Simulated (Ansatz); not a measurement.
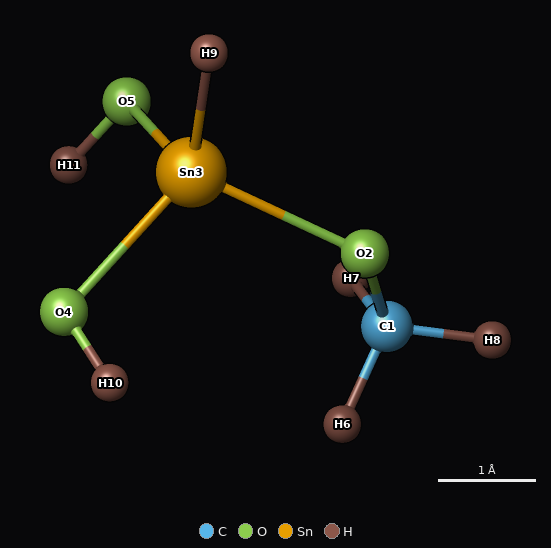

The structure as given in the input (ball-and-stick view, seen at a tilt; atoms are numbered from 1 in the order of the input). Sticks mark near contacts.

## Geometry relaxation of CH$_{6}$O$_{3}$Sn (part 1 of 2)

CH$_{6}$O$_{3}$Sn, SMILES C[O][SnH]([OH])[OH], computed with RKS PBE0-D4/def2-TZVP (Ansatz 0.2.0).

The geometry: PBE-D4/def2-SVP start. Figures and captions count atoms from 1; the log counts them from 0 in places.

The program's output:
```
Functional definition: PBE0
  name "PBE0"
  cite "Adamo & Barone, J. Chem. Phys. 110, 6158 (1999) doi:10.1063/1.478522"
  cite "Perdew, Burke & Ernzerhof, Phys. Rev. Lett. 77, 3865 (1996) doi:10.1103/PhysRevLett.77.3865"
  parent pbe
  parameter a = 0.25
  parameter kappa = 0.804
  parameter beta = 0.06672455060314922
  exchange = (1 - a)*pbe_x(kappa = kappa, mu = beta*pi^2/3) + a*exact_x
  correlation = pbe_c(beta = beta)
1358 factors; their error is unknown
mean field evaluation 1: about -13088.8886 eV, gradient 9.2e1 eV
mean field evaluation 2: about -13052.0784 eV, gradient 1.6e2 eV
mean field evaluation 4: about -13103.3520 eV, gradient 6.4e0 eV
mean field evaluation 8: about -13103.4384 eV, gradient 2.4e-1 eV
mean field evaluation 16: about -13103.5161 eV, gradient 2.7e-4 eV
mean field -13103.51605063 eV, -481.5453329785 hartree, gradient 4.0e-5 eV, S^2 0.000000; 0 other end points of the search recorded, 0 dependent functions left out
the calculation of the forces begins
reference -13103.51608968 eV, -481.5453344135 hartree; 29, 29 occupied and 181, 181 virtual orbitals, 1358 factors
relax step   1: F+E_penalty+E_count = -13103.69492498 eV  Δ(F+E_penalty+E_count) = +0.000e0 eV  max|allowed force component| = 8.859e-1 eV/Å  Δτ_max = 0.0000 Å  (30 SCF iters, accepted)
these checks for a lower state are left out or cut short: starts, cluster_reference, orbital_swaps, neighbouring_geometries, increment
1358 factors; their error is unknown
mean field -13103.63334751 eV, -481.5496435594 hartree, gradient 9.2e-6 eV, S^2 0.000000; 0 other end points of the search recorded, 0 dependent functions left out
the calculation of the forces begins
reference -13103.63338627 eV, -481.5496449839 hartree; 29, 29 occupied and 181, 181 virtual orbitals, 1358 factors
relax step   2: F+E_penalty+E_count = -13103.81559323 eV  Δ(F+E_penalty+E_count) = -1.207e-1 eV  max|allowed force component| = 3.652e-1 eV/Å  Δτ_max = 0.0812 Å  (33 SCF iters, accepted)
these checks for a lower state are left out or cut short: starts, cluster_reference, orbital_swaps, neighbouring_geometries, increment
1358 factors; their error is unknown
mean field evaluation 32: about -13103.6428 eV, gradient 7.2e-6 eV
mean field -13103.64281890 eV, -481.5499916265 hartree, gradient 7.4e-6 eV, S^2 0.000000; 0 other end points of the search recorded, 0 dependent functions left out
the calculation of the forces begins
reference -13103.64285769 eV, -481.5499930519 hartree; 29, 29 occupied and 181, 181 virtual orbitals, 1358 factors
relax step   3: F+E_penalty+E_count = -13103.82513513 eV  Δ(F+E_penalty+E_count) = -9.542e-3 eV  max|allowed force component| = 7.301e-2 eV/Å  Δτ_max = 0.0212 Å  (34 SCF iters, accepted)
these checks for a lower state are left out or cut short: starts, cluster_reference, orbital_swaps, neighbouring_geometries, increment
1358 factors; their error is unknown
mean field -13103.64412523 eV, -481.5500396334 hartree, gradient 7.5e-6 eV, S^2 0.000000; 0 other end points of the search recorded, 0 dependent functions left out
the calculation of the forces begins
reference -13103.64416409 eV, -481.5500410611 hartree; 29, 29 occupied and 181, 181 virtual orbitals, 1358 factors
relax step   4: F+E_penalty+E_count = -13103.82618188 eV  Δ(F+E_penalty+E_count) = -1.047e-3 eV  max|allowed force component| = 1.913e-2 eV/Å  Δτ_max = 0.0195 Å  (34 SCF iters, accepted)
these checks for a lower state are left out or cut short: starts, cluster_reference, orbital_swaps, neighbouring_geometries, increment
1358 factors; their error is unknown
mean field -13103.64465267 eV, -481.5500590164 hartree, gradient 7.5e-6 eV, S^2 0.000000; 0 other end points of the search recorded, 0 dependent functions left out
the calculation of the forces begins
reference -13103.64469159 eV, -481.5500604467 hartree; 29, 29 occupied and 181, 181 virtual orbitals, 1358 factors
relax step   5: F+E_penalty+E_count = -13103.82652829 eV  Δ(F+E_penalty+E_count) = -3.464e-4 eV  max|allowed force component| = 1.013e-2 eV/Å  Δτ_max = 0.0243 Å  (33 SCF iters, accepted)
these checks for a lower state are left out or cut short: starts, cluster_reference, orbital_swaps, neighbouring_geometries, increment
1358 factors; their error is unknown
mean field -13103.64488995 eV, -481.5500677363 hartree, gradient 7.5e-6 eV, S^2 0.000000; 0 other end points of the search recorded, 0 dependent functions left out
the calculation of the forces begins
reference -13103.64492888 eV, -481.5500691669 hartree; 29, 29 occupied and 181, 181 virtual orbitals, 1358 factors
relax step   6: F+E_penalty+E_count = -13103.82667859 eV  Δ(F+E_penalty+E_count) = -1.503e-4 eV  max|allowed force component| = 8.866e-3 eV/Å  Δτ_max = 0.0210 Å  (33 SCF iters, accepted)
these checks for a lower state are left out or cut short: starts, cluster_reference, orbital_swaps, neighbouring_geometries, increment
1358 factors; their error is unknown
mean field -13103.64509710 eV, -481.5500753488 hartree, gradient 7.5e-6 eV, S^2 0.000000; 0 other end points of the search recorded, 0 dependent functions left out
the calculation of the forces begins
reference -13103.64513602 eV, -481.5500767792 hartree; 29, 29 occupied and 181, 181 virtual orbitals, 1358 factors
relax step   7: F+E_penalty+E_count = -13103.82684121 eV  Δ(F+E_penalty+E_count) = -1.626e-4 eV  max|allowed force component| = 3.896e-2 eV/Å  Δτ_max = 0.0432 Å  (32 SCF iters, accepted)
these checks for a lower state are left out or cut short: starts, cluster_reference, orbital_swaps, neighbouring_geometries, increment
1358 factors; their error is unknown
mean field evaluation 64: about -13103.6450 eV, gradient 4.2e-1 eV
mean field -13103.64515360 eV, -481.5500774251 hartree, gradient 7.4e-6 eV, S^2 0.000000; 0 other end points of the search recorded, 0 dependent functions left out
the calculation of the forces begins
reference -13103.64519249 eV, -481.5500788545 hartree; 29, 29 occupied and 181, 181 virtual orbitals, 1358 factors
relax step   8: F+E_penalty+E_count = -13103.82696702 eV  Δ(F+E_penalty+E_count) = -1.258e-4 eV  max|allowed force component| = 2.309e-2 eV/Å  Δτ_max = 0.0068 Å  (34 SCF iters, accepted)
these checks for a lower state are left out or cut short: starts, cluster_reference, orbital_swaps, neighbouring_geometries, increment
1358 factors; their error is unknown
mean field -13103.64514120 eV, -481.5500769696 hartree, gradient 7.4e-6 eV, S^2 0.000000; 0 other end points of the search recorded, 0 dependent functions left out
the calculation of the forces begins
reference -13103.64518004 eV, -481.5500783968 hartree; 29, 29 occupied and 181, 181 virtual orbitals, 1358 factors
relax step   9: F+E_penalty+E_count = -13103.82707531 eV  Δ(F+E_penalty+E_count) = -1.083e-4 eV  max|allowed force component| = 8.077e-3 eV/Å  Δτ_max = 0.0186 Å  (33 SCF iters, accepted)
these checks for a lower state are left out or cut short: starts, cluster_reference, orbital_swaps, neighbouring_geometries, increment
1358 factors; their error is unknown
mean field -13103.64511651 eV, -481.5500760620 hartree, gradient 7.4e-6 eV, S^2 0.000000; 0 other end points of the search recorded, 0 dependent functions left out
the calculation of the forces begins
reference -13103.64515532 eV, -481.5500774885 hartree; 29, 29 occupied and 181, 181 virtual orbitals, 1358 factors
relax step  10: F+E_penalty+E_count = -13103.82710522 eV  Δ(F+E_penalty+E_count) = -2.991e-5 eV  max|allowed force component| = 5.800e-3 eV/Å  Δτ_max = 0.0150 Å  (34 SCF iters, accepted)
these checks for a lower state are left out or cut short: starts, cluster_reference, orbital_swaps, neighbouring_geometries, increment
1358 factors; their error is unknown
mean field -13103.64515179 eV, -481.5500773585 hartree, gradient 7.4e-6 eV, S^2 0.000000; 0 other end points of the search recorded, 0 dependent functions left out
the calculation of the forces begins
reference -13103.64519060 eV, -481.5500787848 hartree; 29, 29 occupied and 181, 181 virtual orbitals, 1358 factors
relax step  11: F+E_penalty+E_count = -13103.82711203 eV  Δ(F+E_penalty+E_count) = -6.813e-6 eV  max|allowed force component| = 3.945e-3 eV/Å  Δτ_max = 0.0056 Å  (34 SCF iters, accepted)
1358 factors; their error is unknown
mean field evaluation 96: about -13103.6452 eV, gradient 7.4e-6 eV
```

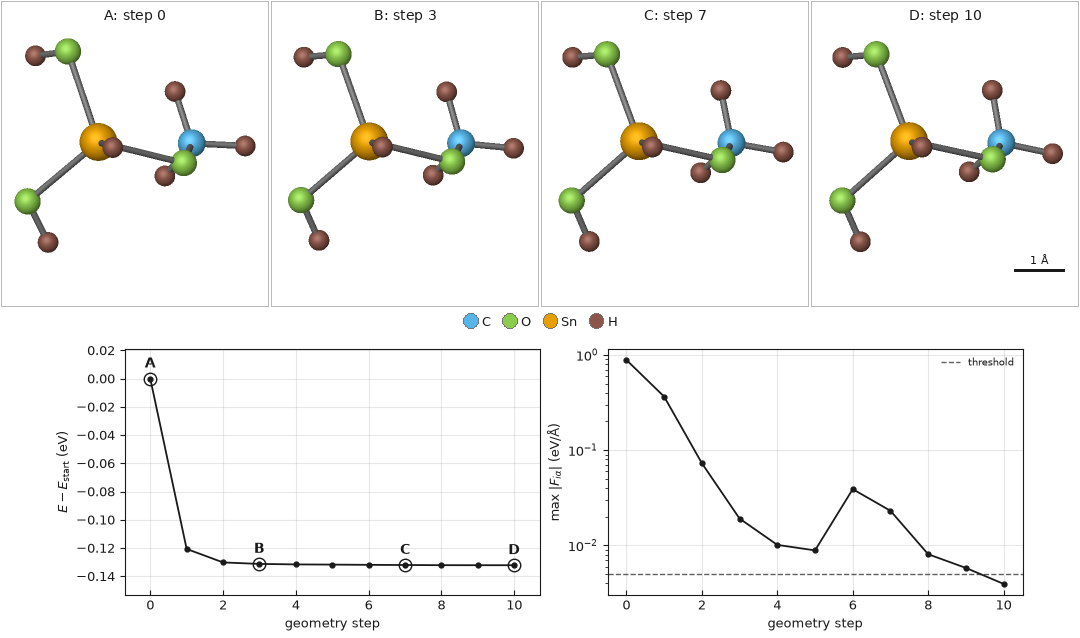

Frames of the relaxation (ball-and-stick view, seen at a tilt) above the curves, on which the letters mark them (the first geometry is step 0 here and step 1 in the log).

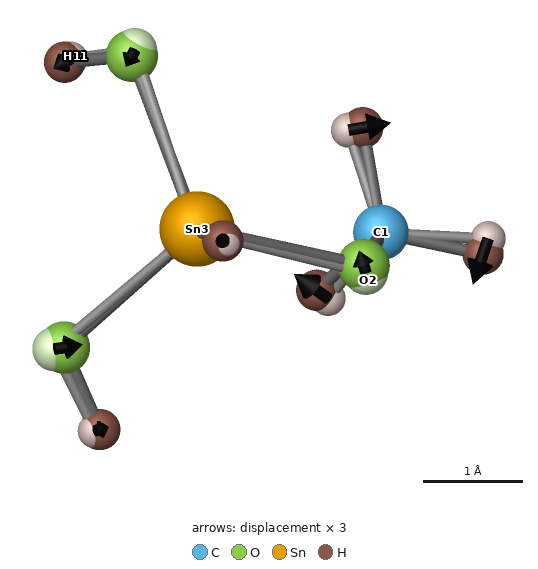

Start (faint) and end (solid) with the displacements as black arrows, magnified 3 times (ball-and-stick view, seen at a tilt). The two geometries are laid on each other by the best rigid fit. The largest move after the best rigid fit is that of H8, 0.16 Å. Largest moves by element: H 0.16 Å, O 0.10 Å, Sn 0.03 Å, C 0.01 Å. Among the contacts that change: O2–Sn3 2.008 → 1.952 Å, Sn3–O4 2.011 → 1.958 Å, Sn3–O5 2.000 → 1.948 Å, Sn3–H9 1.717 → 1.690 Å. Among the angles that change: Sn3–O4–H10 108.8° → 113.3°, Sn3–O5–H11 108.2° → 111.5°, C1–O2–Sn3 118.6° → 120.6°. After 10 geometry steps the energy has fallen by 0.132 eV. The largest force component goes from 0.89 to 0.0039 eV/Å. (Atoms are counted from 1 in the order of the input.)

```
mean field -13103.64515179 eV, -481.5500773585 hartree, gradient 7.4e-6 eV, S^2 0.000000; 1 other end points of the search recorded, 0 dependent functions left out
the calculation of the forces begins
reference -13103.64519060 eV, -481.5500787848 hartree; 29, 29 occupied and 181, 181 virtual orbitals, 1358 factors
Total energy: -13103.82715085 eV, -481.5567657005 hartree
Atom 0 at     0.020005     1.579361    -0.769856 Å, force    -0.001711     0.003376    -0.001068 eV/Å
Atom 1 at     0.863769     0.452807    -0.846596 Å, force    -0.000231    -0.000821     0.001080 eV/Å
Atom 2 at     0.608964    -1.064843     0.354415 Å, force     0.001236    -0.001157    -0.002083 eV/Å
Atom 3 at    -1.064266    -1.949195    -0.148350 Å, force     0.000263     0.001834    -0.001814 eV/Å
Atom 4 at     0.231438    -0.431302     2.157609 Å, force    -0.003945    -0.000835    -0.001303 eV/Å
Atom 5 at    -1.015458     1.343197    -1.048066 Å, force     0.002408     0.000919     0.000764 eV/Å
Atom 6 at     0.011790     2.025350     0.231858 Å, force    -0.000247    -0.000533    -0.002161 eV/Å
Atom 7 at     0.393624     2.329486    -1.472199 Å, force    -0.001089    -0.002316     0.002110 eV/Å
Atom 8 at     2.001221    -2.020632     0.290789 Å, force     0.000709    -0.000413     0.000475 eV/Å
Atom 9 at    -1.276147    -1.858179    -1.080747 Å, force     0.000350    -0.000469     0.003278 eV/Å
Atom 10 at    -0.709540    -0.463150     2.351744 Å, force     0.002256     0.000415     0.000722 eV/Å
Dipole moment:    -0.131753    -0.014743    -0.228498 e Å
```
